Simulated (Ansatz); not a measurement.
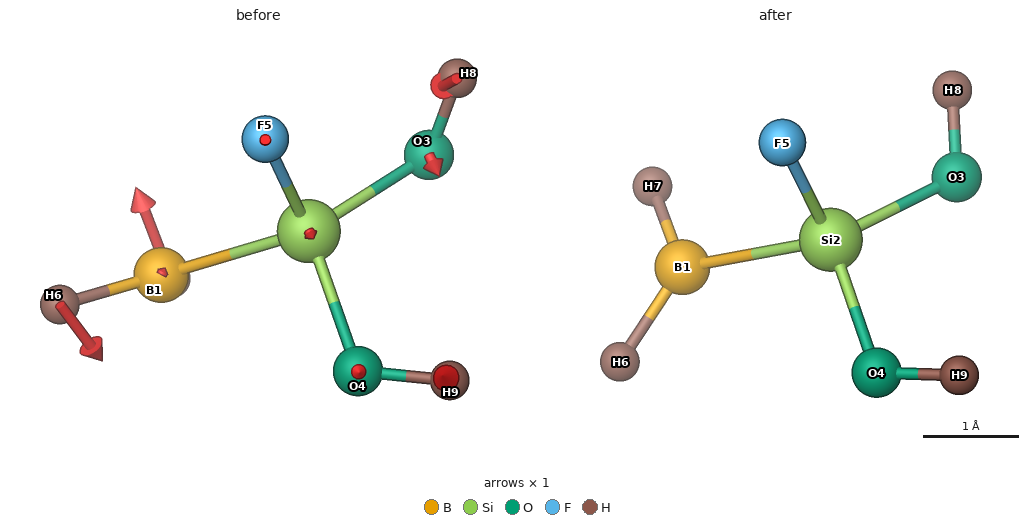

The structure of BSiH4O2F before (left) and after (right) a relaxation, at one scale. The red arrows give the displacements, at their true length.

Style: ball-and-stick. Shown at a tilt.

The start comes from PBE-D4/def2-SVP.

All numbers below come from Ansatz, RKS PBE0-D4/def2-TZVP. (force threshold 0.005 eV/Å; at most 150 steps)

Summarise the run.

Over 32 accepted moves (39 points after the start) the energy falls by 2.70 kcal/mol. Largest force component: 1.1 eV/Å at the start, 0.0032 eV/Å at the end. The line search rejected the trial steps at points 3, 8, 12, 15, 18, 25, 35 of the run. The largest move after the best rigid fit is that of H7, 1.12 Å. By element the largest moves are H 1.12 Å, O 0.28 Å, Si 0.12 Å, B 0.09 Å, F 0.08 Å. Among the contacts that change: Si2–O4 1.670 → 1.626 Å, Si2–F5 1.647 → 1.605 Å, Si2–O3 1.675 → 1.639 Å, B1–H6 1.214 → 1.193 Å. Bond angles that change, for instance: B1–Si2–O4 104.1° → 111.1°, B1–Si2–F5 111.5° → 105.8°, O3–Si2–O4 110.3° → 106.5°. Groups turn about B1–Si2 by about 60°, Si2–O3 by about 55°, Si2–O4 by about 20°.
